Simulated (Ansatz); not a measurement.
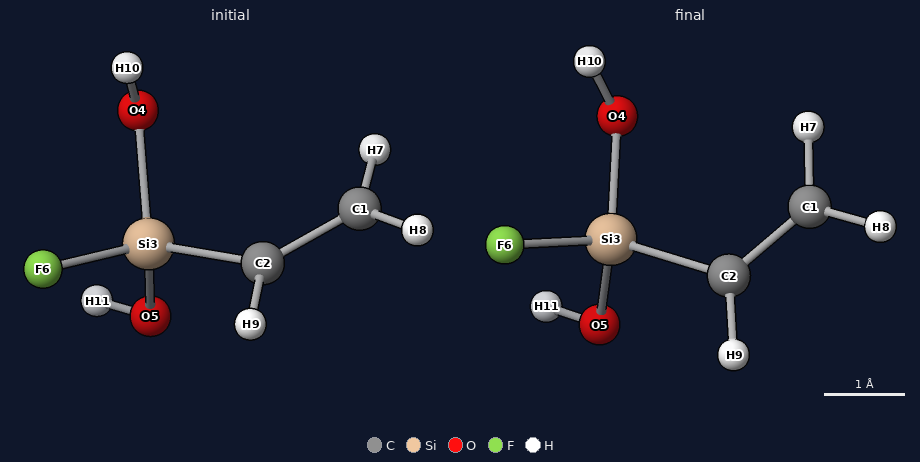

The structure of C2H5FO2Si (coarse preliminary run) before (left) and after (right) a relaxation, at one scale.

Style: ball-and-stick. Shown at a tilt.

The start comes from a force field.

All numbers below come from RKS PBE-D4/def2-SVP in Ansatz. (force threshold 0.03 eV/Å; at most 200 steps)

**Describe what moved and what it gained.**

The atom that moves furthest after the best rigid fit is H9 (0.63 Å). Largest moves by element: H 0.63 Å, F 0.34 Å, O 0.29 Å, C 0.20 Å, Si 0.07 Å. Near-neighbour distances that change, for instance: Si3–O4 1.741 → 1.670 Å, C1–H7 1.044 → 1.104 Å, O4–H10 0.918 → 0.973 Å, C1–C2 1.400 → 1.348 Å. Among the angles between lasting bonds that change: C2–C1–H8 116.3° → 122.4°, C2–Si3–O5 114.6° → 108.8°, Si3–C2–H9 114.2° → 119.7°. Groups turn about C2–Si3 by about 30°, Si3–O4 by about 25°. The energy falls by 47.6 kJ/mol in 13 accepted moves (14 points after the start). The largest force component goes from 4 to 0.014 eV/Å. The line search rejected the trial step at point 11 of the run.
